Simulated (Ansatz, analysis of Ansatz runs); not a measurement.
# MnGa2S4 (I-4): does an added electron stay on Mn?, part 2 of 2

Question: does an added electron stay on the Mn atom where it is started in MnGa2S4 (I-4), and if so, how high is the barrier for a hop to another Mn site nearby? Model: a cell of 56 host atoms.

Ansatz 0.2.0; plane-wave PAW DFT, PBEsol+U; relaxation of all atoms of a supercell at fixed charge in a uniform background; PAW set soft_1.

So far. Step 2 (The cell without the carrier): The largest displacement from an ideal site is 0.009 Å.

### Step 3. The electron on the first site

The nearest neighbour or neighbours of the site start displaced and the site's starting moment is changed by the carrier's spin, since a carrier doesn't trap itself in the undistorted lattice.

The input, A.relax/input.yaml:

```yaml
crystal:
  lattice:
    - [-5.44695024, 5.44695024, 10.20125981]
    - [5.44695024, -5.44695024, 10.20125981]
    - [5.44695024, 5.44695024, -10.20125981]
  atoms:
    - { symbol: Mn, position: [0.125791, 0.375434, 0.250805], spin: 5.0 }
    - { symbol: Ga, position: [0.375576, 0.12483, 0.250486] }
    - { symbol: Ga, position: [0.250691, 0.249931, 0.000633] }
    - { symbol: S, position: [0.188373, 0.440725, 0.01349] }
    - { symbol: S, position: [0.059751, 0.072028, 0.247717] }
    - { symbol: S, position: [0.325573, 0.311966, 0.253417] }
    - { symbol: S, position: [0.428447, 0.174964, 0.487676] }
    - { symbol: Mn, position: [0.125629, 0.375273, 0.750846], spin: 5.0 }
    - { symbol: Ga, position: [0.375664, 0.12506, 0.750584] }
    - { symbol: Ga, position: [0.250485, 0.25006, 0.500539] }
    - { symbol: S, position: [0.188493, 0.440869, 0.513408] }
    - { symbol: S, position: [0.059878, 0.072014, 0.747617] }
    - { symbol: S, position: [0.325538, 0.312249, 0.753512] }
    - { symbol: S, position: [0.418861, 0.165246, 0.974861] }
    - { symbol: Mn, position: [0.125593, 0.874797, 0.250376], spin: 5.0 }
    - { symbol: Ga, position: [0.375505, 0.62491, 0.25034] }
    - { symbol: Ga, position: [0.250674, 0.750034, 0.000675] }
    - { symbol: S, position: [0.188419, 0.940636, 0.013263] }
    - { symbol: S, position: [0.059901, 0.572206, 0.247438] }
    - { symbol: S, position: [0.325733, 0.812245, 0.253627] }
    - { symbol: S, position: [0.428652, 0.674992, 0.487701] }
    - { symbol: Mn, position: [0.125292, 0.874777, 0.750291], spin: 5.0 }
    - { symbol: Ga, position: [0.375724, 0.62509, 0.750732] }
    - { symbol: Ga, position: [0.250792, 0.750021, 0.500631] }
    - { symbol: S, position: [0.188693, 0.940753, 0.513422] }
    - { symbol: S, position: [0.059888, 0.5721, 0.747596] }
    - { symbol: S, position: [0.325367, 0.81209, 0.753329] }
    - { symbol: S, position: [0.428552, 0.674932, 0.987709] }
    - { symbol: Mn, position: [0.625534, 0.375097, 0.250425], spin: 4.0 }
    - { symbol: Ga, position: [0.875482, 0.125026, 0.250514] }
    - { symbol: Ga, position: [0.750519, 0.250069, 0.000605] }
    - { symbol: S, position: [0.688538, 0.440866, 0.013406] }
    - { symbol: S, position: [0.559804, 0.071977, 0.247521] }
    - { symbol: S, position: [0.835484, 0.309198, 0.253682] }
    - { symbol: S, position: [0.928547, 0.175293, 0.48786] }
    - { symbol: Mn, position: [0.625552, 0.374956, 0.750446], spin: 5.0 }
    - { symbol: Ga, position: [0.875735, 0.125204, 0.750696] }
    - { symbol: Ga, position: [0.750535, 0.249936, 0.500538] }
    - { symbol: S, position: [0.69147, 0.443744, 0.525951] }
    - { symbol: S, position: [0.559897, 0.07212, 0.747624] }
    - { symbol: S, position: [0.825693, 0.312386, 0.753676] }
    - { symbol: S, position: [0.928627, 0.175421, 0.987995] }
    - { symbol: Mn, position: [0.625672, 0.874911, 0.250423], spin: 5.0 }
    - { symbol: Ga, position: [0.875757, 0.625107, 0.250553] }
    - { symbol: Ga, position: [0.750844, 0.750169, 0.000724] }
    - { symbol: S, position: [0.688279, 0.940893, 0.013357] }
    - { symbol: S, position: [0.556442, 0.5817, 0.247176] }
    - { symbol: S, position: [0.825778, 0.81232, 0.253598] }
    - { symbol: S, position: [0.92822, 0.674943, 0.487375] }
    - { symbol: Mn, position: [0.625597, 0.875165, 0.750603], spin: 5.0 }
    - { symbol: Ga, position: [0.875413, 0.62475, 0.750079] }
    - { symbol: Ga, position: [0.750249, 0.750096, 0.500188] }
    - { symbol: S, position: [0.688471, 0.941015, 0.513338] }
    - { symbol: S, position: [0.55998, 0.572263, 0.748036] }
    - { symbol: S, position: [0.825316, 0.811889, 0.752978] }
    - { symbol: S, position: [0.928462, 0.674841, 0.98739] }
total_charge: -1
basis:
  ecutwfc: 420
  xc_grid: 2
hamiltonian:
  xc: pbesol
  hubbard:
    sites: [{ species: Mn, l: d, u_eff: 4.5 }]
    projectors: ortho-atomic
  pseudopotentials: { kind: paw, azcp: { folder: soft_1 }, xc_functional: pbe }
kpoints:
  mp_grid: { grid: [1, 1, 1] }
magnetization:
  spin_polarized: true
  initial_magnetization: 39
  spin_locking: { lock_magnetization: hard }
scf:
  occupations: { method: fermi_dirac, width: 0.01 }
  max_iter: 120
  lower_state_search: "off"
output:
  forces: true
relax:
  f_tol: 0.015
  max_steps: 70
  escape_saddle: false
checkpoint:
  write: "../A.relax.run"
  compress: false
  write_wavefunctions: true
  write_every: 100000
```

On the command line:

```bash
$ ansatz run input.yaml --threads 8 --pin off --max-ram 18841MiB --backend cpu --events-out ev --progress --plain --runs-dir out
```

Numbers of over 12 decimals in the logs are rounded to 6 here.

The program printed:

```text
[...]
Crystal: 56 atoms, lattice volume = 1210.656 Å³
Basis set: ecut = 420 eV, 23695 PW (Γ), exchange–correlation on 180×180×180 points (8 copies of the dense FFT grid, shifted against one another)
Bands: 336, of which v1, the nominal top of the filled ones, is band 261 counted from 1 (260 counted from 0)
Symmetry: 1 space group operations
[...]
k-points: 1
[...]
Starting moments: Σ|m| = 39 μB on 8 of 56 sites
[...]
SCF iter   1: F=—  HF=-119179.742263 eV  |F-HF|=—  |Δ(HF+E_count)|=         —  Δρ=2.79e-2 (↑2.13e-2 ↓2.79e-2)  dr2=3.25e1  dr2_m=1.13e0  M=39.000 μB ∫|m|=39.231 μB  β_m=0.30  ethr=3.10e-3  ⟨swp⟩=6.5  Hψ=2713  notcnv=0  defer=31
[...]
SCF iter  12: F=-119177.346527 eV  HF=-119177.346528 eV  |F-HF|=1.39e-6  |Δ(HF+E_count)|=   2.87e-6  Δρ=7.89e-6 (↑7.89e-6 ↓5.90e-6)  dr2=2.12e-6  dr2_m=6.81e-8  M=39.000 μB ∫|m|=40.172 μB  ethr=1.08e-9  ⟨swp⟩=4.0  Hψ=1878  notcnv=0
SCF 1 converged in 12 iterations: F = -119177.346527 eV  dr2 = 2.12e-6
[...]
relax step   1: F+E_penalty+E_count = -119177.34652673 eV  Δ(F+E_penalty+E_count) = +0.000e0 eV  max|allowed force component| = 8.826e-1 eV/Å  Δτ_max = 0.0000 Å  (12 SCF iters, dr2 threshold 5.63e-6 eV, accepted)
[...]
relax step   2: F+E_penalty+E_count = -119177.60745079 eV  Δ(F+E_penalty+E_count) = -2.609e-1 eV  max|allowed force component| = 9.342e-2 eV/Å  Δτ_max = 0.1206 Å  (6 SCF iters, dr2 threshold 4.87e-5 eV, accepted)
relax step   3: F+E_penalty+E_count = -119177.58342672 eV  Δ(F+E_penalty+E_count) = +2.402e-2 eV  max|allowed force component| = 1.451e-1 eV/Å  Δτ_max = 0.0322 Å  (8 SCF iters, dr2 threshold 5.45e-7 eV, rejected (line search))
relax step   4: F+E_penalty+E_count = -119177.61974696 eV  Δ(F+E_penalty+E_count) = -1.230e-2 eV  max|allowed force component| = 1.682e-2 eV/Å  Δτ_max = 0.0156 Å  (8 SCF iters, accepted)
SCF iter   1: F=—  HF=-119177.619184 eV  |F-HF|=—  |Δ(HF+E_count)|=         —  Δρ=1.15e-4 (↑1.01e-4 ↓1.15e-4)  dr2=2.51e-4  dr2_m=3.44e-5  M=39.000 μB ∫|m|=40.118 μB  β_m=0.30  ethr=1.08e-6  ⟨swp⟩=5.0  Hψ=1489  notcnv=0  defer=101
[...]
SCF iter   7: F=-119177.620167 eV  HF=-119177.620167 eV  |F-HF|=3.68e-9  |Δ(HF+E_count)|=   4.22e-9  Δρ=5.90e-7 (↑5.26e-7 ↓5.90e-7)  dr2=1.91e-8  dr2_m=4.83e-10  M=39.000 μB ∫|m|=40.118 μB  ethr=1.92e-11  ⟨swp⟩=3.0  Hψ=1723  notcnv=0
SCF 5 converged in 7 iterations: F = -119177.620167 eV  dr2 = 1.91e-8
relax step   5: F+E_penalty+E_count = -119177.62016717 eV  Δ(F+E_penalty+E_count) = -4.202e-4 eV  max|allowed force component| = 6.093e-3 eV/Å  Δτ_max = 0.0040 Å  (7 SCF iters, accepted)
NSCF: frozen V_eff on 1 k-points
[...]
SCF converged after 7 iterations
Stability checked in part: among states of this total moment the steps that led to this state did not find it unstable. No probe was made; neither looks for a lower state of another moment (fixed_total_moment; see scf.lower_state_search)
Magnetization: 39.0000 μB (280.0000 up, 241.0000 down)
Absolute magnetization: 40.0914 μB (∫|ρ↑−ρ↓|, with the PAW one-centre terms)
[...]
Per-site moments (μB) at R_I (Å): [(4.308569, 1.005680), (-0.00397151, 0.945629), (0.00836136, 0.940542), [... 53 left out ...]
Free energy (F): -119177.620167 eV
[...]
Internal energy: -119177.616137 eV  (E = F + TS)
E sigma→0 (E₀):  -119177.618152 eV
Entropy (-TS):   -0.004031 eV (-0.072 meV/atom)
Fermi energy:    7.800359 (↑ 6.608472, ↓ 7.889961) eV
[...]
--- Forces (eV/Å), atoms counted from 1 ---
  atom   1  Mn     0.00252375     0.00005862    -0.00100859
  atom   2  Ga    -0.00016789    -0.00005121     0.00187124
  [... 6 atoms left out ...]
  atom   9  Ga    -0.00379033     0.00251702    -0.00008674
  [... 4 atoms left out ...]
  atom  14  S      0.00051503    -0.00440284     0.00265434
  [... 12 atoms left out ...]
  atom  27  S      0.00229031    -0.00038197     0.00241834
  [... 1 atom left out ...]
  atom  29  Mn     0.00023562    -0.00017711    -0.00053329
  atom  30  Ga     0.00221161     0.00378541     0.00012471
  atom  31  Ga     0.00138443     0.00361071     0.00235555
  [... 2 atoms left out ...]
  atom  34  S     -0.00456183    -0.00061886    -0.00270391
  [... 5 atoms left out ...]
  atom  40  S      0.00110395    -0.00609311    -0.00361474
  [... 5 atoms left out ...]
  atom  46  S      0.00178450     0.00172436     0.00183009
  [... 3 atoms left out ...]
  atom  50  Mn    -0.00050433    -0.00012666    -0.00077119
  [... 6 atoms left out ...]
  max |Σ_I F_I| component: 2.92e-5 eV/Å
--- Band table (eV) ---
[...]
Occupation matrices written to <dir>
--- Relaxed structure (5 steps of the walk, 4 accepted, 0 SCFs on fresh bases) ---
  F+E_penalty+E_count = -119177.62016717 eV   max|allowed force component| = 6.093e-3 eV/Å
  atoms:
    - { symbol: Mn, position: [0.125610, 0.375027, 0.250446] }
    - { symbol: Ga, position: [0.375537, 0.124945, 0.250533] }
    [... 6 atoms left out ...]
    - { symbol: Ga, position: [0.375611, 0.125138, 0.750650] }
    [... 4 atoms left out ...]
    - { symbol: S, position: [0.429272, 0.175105, 0.988662] }
    [... 12 atoms left out ...]
    - { symbol: S, position: [0.325065, 0.812926, 0.753469] }
    [... 1 atom left out ...]
    - { symbol: Mn, position: [0.625630, 0.375054, 0.250536] }
    - { symbol: Ga, position: [0.875485, 0.125060, 0.250428] }
    - { symbol: Ga, position: [0.750604, 0.250191, 0.000667] }
    [... 2 atoms left out ...]
    - { symbol: S, position: [0.825562, 0.313103, 0.254119] }
    [... 5 atoms left out ...]
    - { symbol: S, position: [0.560219, 0.071633, 0.747404] }
    [... 5 atoms left out ...]
    - { symbol: S, position: [0.687680, 0.940497, 0.012413] }
    [... 3 atoms left out ...]
    - { symbol: Mn, position: [0.625652, 0.875102, 0.750568] }
    [... 6 atoms left out ...]
```

It took 75 s on 8 threads of Arm Neoverse V1, shared host; peak memory 2.7 GiB.

Relaxation path:

| step | energy less that of the first step (eV) | largest force component (eV/Å) |
| --- | --- | --- |
| 1 | 0.0000 | 0.8826 |
| 2 | -0.2609 | 0.0934 |
| 3 | -0.2369 | 0.1451 |
| 4 | -0.2732 | 0.0168 |
| 5 | -0.2736 | 0.0061 |

Relaxation step 3 was tried and not accepted.

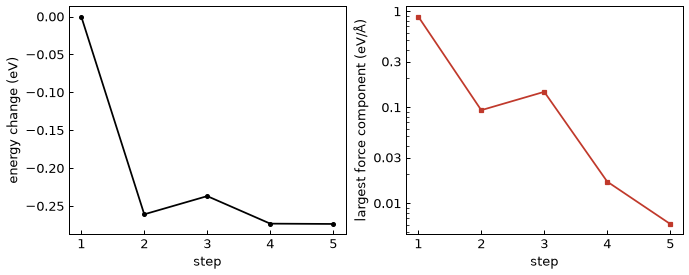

Energy and largest force along the relaxation.

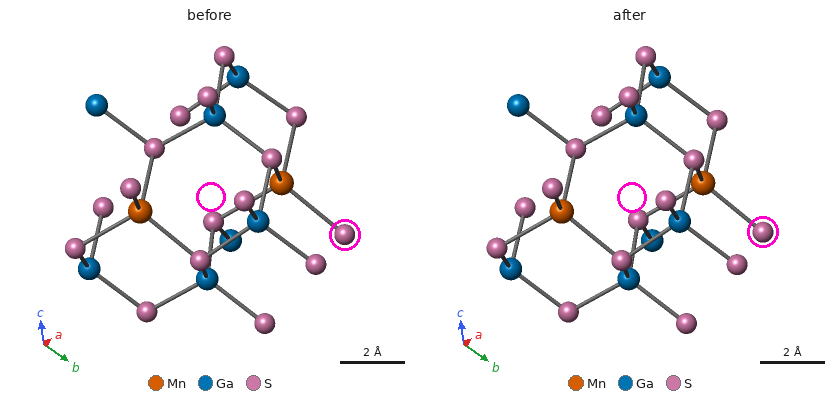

Before and after: the atoms that start within 5 Å of the centre. S47, which moves most, is ringed if it is among them. A ring with no atom in it marks the empty centre.

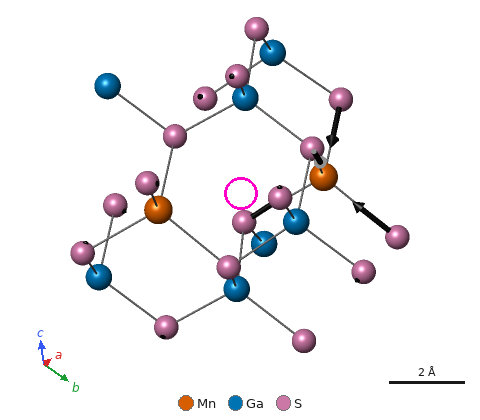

Displacements in the relaxation near the centre, exaggerated; the longest in the cell stands for 0.13 Å. A ring marks the centre wherever it is empty.

The atoms that moved most (Å):

| atom | dx | dy | dz | length |
| --- | --- | --- | --- | --- |
| S47 | -0.077 | 0.074 | -0.066 | 0.126 |
| S34 | 0.078 | -0.073 | -0.066 | 0.125 |
| S14 | 0.072 | 0.078 | 0.066 | 0.125 |
| S39 | -0.070 | -0.078 | 0.065 | 0.123 |
| S49 | 0.005 | 0.011 | -0.002 | 0.012 |
| S6 | 0.009 | -0.005 | 0.005 | 0.012 |
| S53 | -0.007 | -0.006 | -0.006 | 0.011 |
| S54 | -0.009 | 0.004 | 0.004 | 0.011 |

The moves above count from the input, in which the site's nearest neighbours were already displaced; the distances below compare with the cell without the carrier.

Distances from Mn29 without and with the electron:

| atom | without (Å) | with (Å) |
| --- | --- | --- |
| S34 | 2.45 | 2.44 |
| S47 | 2.44 | 2.44 |
| S39 | 2.44 | 2.44 |
| S14 | 2.44 | 2.44 |

The largest changes of the moments are -0.02 μB on Mn36, -0.02 μB on Mn22 and -0.02 μB on Mn43. The carrier did not stay on the chosen site.

### Step 4. What came out

| Property | Result |
| --- | --- |
| carrier trapped on the chosen site | no |
| size of the moment change on that site | 0.02 μB |

What this shows: With PBEsol+U (4.5 eV) (Mn d 4.5 eV) the electron does not stay on the chosen Mn atom: it is spread over more than 30 atoms in effect, so no hop between such sites was computed. The magnetic order was assumed and need not be the ground state; parallel spins on neighbours help a carrier to spread. The search for lower electronic states was switched off. Another U, a hybrid or another start may give another answer. Keep in mind: sampling at the zone centre alone can move energies of charged and open-shell states by tenths of an eV or more in cells of this size; gap and trapping depend on the U chosen (Mn d 4.5 eV).

[Logs are printed without paths, hosts, clocks, repeated set-up lines and the standing remarks that a program may print on its own settings, such as how far it seeks lower states.]

[Hosts, paths, dates, database ids (printed as entryN), source tags and the programs' standing remarks are cut or masked in the printed files.]
